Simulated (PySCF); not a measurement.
## Run report: C$_{11}$H$_{14}$Si$_{11}$, NMR shielding calculation

The run: NMR shielding calculation of C$_{11}$H$_{14}$Si$_{11}$. Method and program: GIAO KT3/pcSseg-1 NMR shielding, non-relativistic, gas phase (PySCF 2.14.0).

The geometry comes from this level: GFN2-xTB. Figures and captions count atoms from 1; the log counts them from 0 in places.

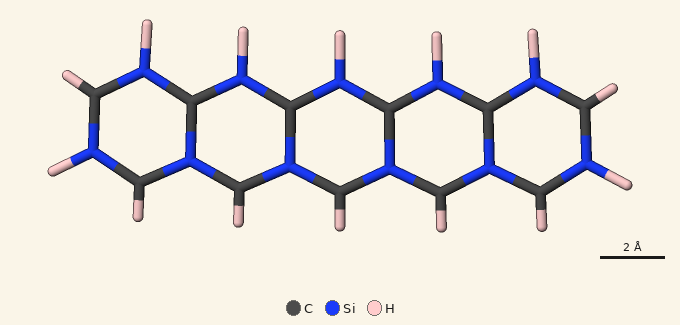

The input geometry (stick view, seen at a tilt).

Results in brief:

| quantity | value |
| --- | --- |
| outcome | converged |
| total energy | −3644.330231 hartree |
| HOMO | −4.40 eV |
| LUMO | −3.30 eV |
| dipole moment | 3.92 D |
| isotropic shielding, C | 85.4 to 126.0 ppm |
| isotropic shielding, Si | 250.0 to 263.8 ppm |
| isotropic shielding, H | 24.6 to 27.8 ppm |
| hardware | 2 CPU threads, shared host |
| wall time | 45 s (CPU time 82 s) |
| peak memory | 0.97 GiB |

Input file:
```
{"job": {"kind": "nmr", "xc": "KT3", "basis": "pcSseg-1", "pop": false}, "charge": 0, "multiplicity": 1}
C      8.028819     1.000410    -0.001366
Si     6.414760     1.785213     0.001488
C      4.852221     0.851786    -0.000505
Si     4.903241    -1.024907     0.001417
C      6.571206    -1.761328     0.001345
Si     8.090412    -0.810479     0.000891
C     -4.852126     0.850913     0.001220
Si    -6.414084     1.785321    -0.000575
C     -8.028534     1.001237    -0.000042
Si    -8.091498    -0.809744    -0.000187
C     -6.572991    -1.762161     0.000076
Si    -4.904504    -1.026026    -0.000440
C      1.616163     0.758638    -0.001603
Si    -0.000273     1.578787    -0.000409
C     -1.616702     0.758676    -0.000918
Si    -1.637629    -1.126336     0.000484
C      0.000038    -1.902732     0.001030
Si     1.637500    -1.126137     0.000137
Si     3.211858     1.619721     0.000287
C      3.297299    -1.859348     0.001243
Si    -3.212272     1.620082    -0.002178
C     -3.297760    -1.859293     0.000076
H      8.937074     1.587857    -0.001058
H      6.319200     3.259290    -0.000686
H      6.620801    -2.842670     0.001886
H      9.408179    -1.463388     0.000588
H     -6.317731     3.259505    -0.000229
H     -8.936512     1.589227    -0.000551
H     -9.410473    -1.460712     0.000793
H     -6.622798    -2.843648    -0.000619
H      0.000760     3.063170    -0.000201
H      0.000234    -2.986559     0.002529
H      3.170634     3.101043    -0.001625
H      3.328922    -2.942862     0.001355
H     -3.170562     3.101668     0.000103
H     -3.329220    -2.942859     0.000920
```

The first line tells a small driver script what to run in PySCF; the rest is the geometry in Å.

Run as:
```bash
OMP_NUM_THREADS=2 python <driver script> task.json out
```

What the program printed:
```
start: PBE on a coarse grid of 36902 points
cycle   1  E = -3608.5222061185  dE =  2.808e+00  |g| = 1.794e+00  |ddm| = 6.899e+00
cycle   2  E = -3603.8302182218  dE =  4.692e+00  |g| = 3.826e+00  |ddm| = 6.173e+00
cycle   3  E = -3609.0094204003  dE = -5.179e+00  |g| = 9.703e-01  |ddm| = 5.713e+00
cycle   4  E = -3609.3902754959  dE = -3.809e-01  |g| = 3.349e-01  |ddm| = 1.700e+00
cycle   5  E = -3609.4009516160  dE = -1.068e-02  |g| = 2.799e-01  |ddm| = 5.513e-01
cycle   6  E = -3609.4236230609  dE = -2.267e-02  |g| = 5.086e-02  |ddm| = 3.130e-01
cycle   7  E = -3609.4241819524  dE = -5.589e-04  |g| = 3.146e-02  |ddm| = 9.009e-02
cycle   8  E = -3609.4244911743  dE = -3.092e-04  |g| = 8.773e-03  |ddm| = 3.995e-02
final grid: 304501 points
cycle   9  E = -3644.3216360946  dE = -8.241e-02  |g| = 4.002e-01  |ddm| = 7.063e-01
cycle  10  E = -3644.3259899098  dE = -4.354e-03  |g| = 2.038e-01  |ddm| = 3.106e-01
cycle  11  E = -3644.3251238248  dE =  8.661e-04  |g| = 1.212e-01  |ddm| = 2.536e-01
cycle  12  E = -3644.3301737386  dE = -5.050e-03  |g| = 1.350e-02  |ddm| = 1.395e-01
cycle  13  E = -3644.3302253573  dE = -5.162e-05  |g| = 4.664e-03  |ddm| = 1.890e-02
cycle  14  E = -3644.3302301517  dE = -4.794e-06  |g| = 1.701e-03  |ddm| = 7.466e-03
cycle  15  E = -3644.3302325889  dE = -2.437e-06  |g| = 6.380e-04  |ddm| = 2.714e-03
cycle  16  E = -3644.3302327276  dE = -1.387e-07  |g| = 3.001e-04  |ddm| = 1.134e-03
cycle  17  E = -3644.3302314841  dE =  1.243e-06  |g| = 1.114e-04  |ddm| = 4.882e-04
cycle  18  E = -3644.3302306147  dE =  8.694e-07  |g| = 3.096e-05  |ddm| = 1.699e-04
converged SCF energy = -3644.3302306147

GIAO shielding tensors (ppm)
atom      isotropic    diamagn.    paramagn.     s11        s22        s33       span
  0 C       96.465     267.110    -170.645     -8.767    114.586    183.577    192.344
  1 Si     260.294     887.373    -627.079     97.789    324.537    358.556    260.767
  2 C       87.319     278.592    -191.273     31.126     49.624    181.208    150.082
  3 Si     259.262     892.565    -633.302    169.304    262.343    346.140    176.837
  4 C      103.232     265.193    -161.961     16.175    118.826    174.695    158.520
  5 Si     258.933     884.155    -625.222     90.520    325.211    361.067    270.547
  6 C       87.235     278.526    -191.291     31.155     49.414    181.135    149.980
  7 Si     260.224     887.366    -627.142     97.617    324.529    358.527    260.910
  8 C       96.446     267.109    -170.663     -8.793    114.599    183.531    192.325
  9 Si     258.925     884.134    -625.208     90.579    325.139    361.058    270.479
 10 C      103.255     265.215    -161.960     16.301    118.798    174.667    158.366
 11 Si     259.224     892.578    -633.354    169.134    262.421    346.118    176.985
 12 C       85.451     280.763    -195.312     32.255     42.169    181.928    149.673
 13 Si     249.976     892.795    -642.819    101.117    297.374    351.437    250.320
 14 C       85.421     280.762    -195.341     32.287     42.057    181.919    149.632
 15 Si     263.760     893.990    -630.230    162.080    281.381    347.820    185.740
 16 C      126.003     271.323    -145.320     77.610    132.390    168.009     90.399
 17 Si     263.768     893.999    -630.231    162.056    281.393    347.856    185.800
 18 Si     251.545     891.997    -640.452     98.645    304.976    351.015    252.370
 19 C      123.510     270.673    -147.163     71.866    131.083    167.580     95.714
 20 Si     251.576     891.999    -640.424     98.651    305.158    350.919    252.268
 21 C      123.438     270.638    -147.199     71.787    130.936    167.591     95.804
 22 H       26.055      22.584       3.470     24.695     25.881     27.587      2.892
 23 H       24.796      28.621      -3.825     20.448     24.214     29.726      9.279
 24 H       26.447      30.214      -3.767     23.438     27.697     28.207      4.769
 25 H       24.853      23.000       1.853     21.154     22.944     30.460      9.306
 26 H       24.795      28.615      -3.820     20.448     24.215     29.723      9.275
 27 H       26.054      22.581       3.473     24.694     25.880     27.588      2.894
 28 H       24.850      22.984       1.866     21.152     22.941     30.456      9.303
 29 H       26.444      30.206      -3.762     23.435     27.701     28.196      4.761
 30 H       24.621      35.087     -10.466     19.468     25.046     29.351      9.883
 31 H       27.791      35.521      -7.730     22.331     29.751     31.290      8.958
 32 H       24.702      34.224      -9.521     19.665     25.070     29.373      9.708
 33 H       27.644      34.689      -7.045     22.438     29.589     30.906      8.468
 34 H       24.699      34.219      -9.520     19.664     25.066     29.367      9.703
 35 H       27.644      34.686      -7.042     22.439     29.590     30.902      8.463
```

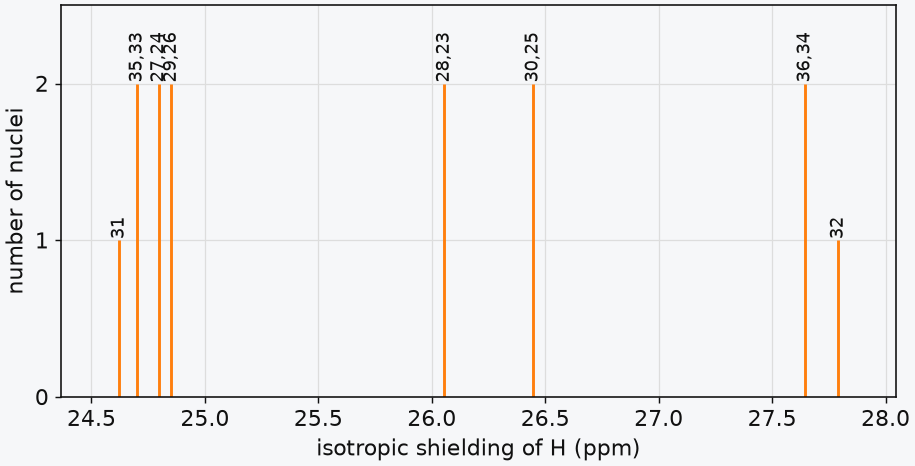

Isotropic shieldings of the hydrogen nuclei in this fixed geometry, labelled by atom number; shielding grows to the right, so chemical shift grows to the left. The least shielded is H31 (24.6 ppm), the most shielded H32 (27.8 ppm).
